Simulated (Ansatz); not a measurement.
## AlP under a change: P → Ru

Consider AlP in the zinc blende structure (space group F-43m, No. 216; a = 5.471 Å).

One thing is altered: every P is replaced by Ru; the structure is relaxed again.

Computed with plane-wave PAW DFT at the PBEsol level (Ansatz, a first-principles code, 420 eV), no spin-orbit coupling. k-mesh 15×15×15 (Γ-centred); smearing 0.05 eV (Fermi–Dirac), for the changed cell.

The volume per atom shrinks by 0.28 Å³ to 20.18 Å³ and the lattice parameter a falls by 0.0252 Å to 5.445 Å. The space group stays F-43m (No. 216) and the shortest interatomic distance falls by 0.011 Å (2.369 Å → 2.358 Å). The band gap changes from 1.45 eV to zero.

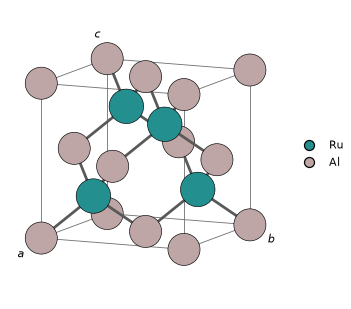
Fig. 1. The relaxed conventional cell after the change

No phonon test of stability was made. As relaxed here, AlRu is a hypothetical phase, not in the database extracts checked. All final runs are without spin polarisation. An odd electron count without spin: AlRu. AlRu has a high density of states at the Fermi level and may be magnetic at this level.
